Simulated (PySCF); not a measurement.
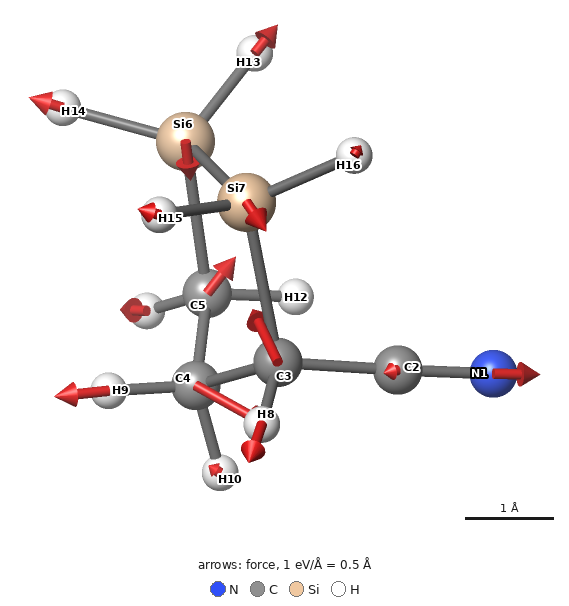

Starting geometry of C₄H₉NSi₂ with the computed forces as red arrows. A ball-and-stick model, seen from a free direction.

The start comes from GFN2-xTB. Its atoms were then displaced at random by about 0.01 Å.

The calculation used PBE0-D3(BJ)/def2-SVP geometry optimisation, gas phase (PySCF 2.14.0, density-fitted response routines). 

Q: Is this structure relaxed? If not, where do the atoms go?

A: It isn't relaxed: the largest force vector, on C atoms, is 2.03 eV/Å. The final displacements follow the starting forces only in part (cosine between the two patterns 0.47). An H atom moves most after the best rigid fit: 0.11 Å. Largest moves by element: H 0.11 Å, N 0.06 Å, C 0.05 Å, Si 0.04 Å. Some distances before and after: Si–Si 2.301 → 2.345 Å, H–Si 1.449 → 1.492 Å, C–H 1.062 → 1.102 Å, C–C 1.494 → 1.533 Å. Bond angles that change, for instance: Si–Si–H 119.0° → 114.3°, C–Si–H 104.7° → 108.1°, H–Si–H 106.6° → 109.8°. After 4 geometry steps the energy has fallen by 20.7 kJ/mol.
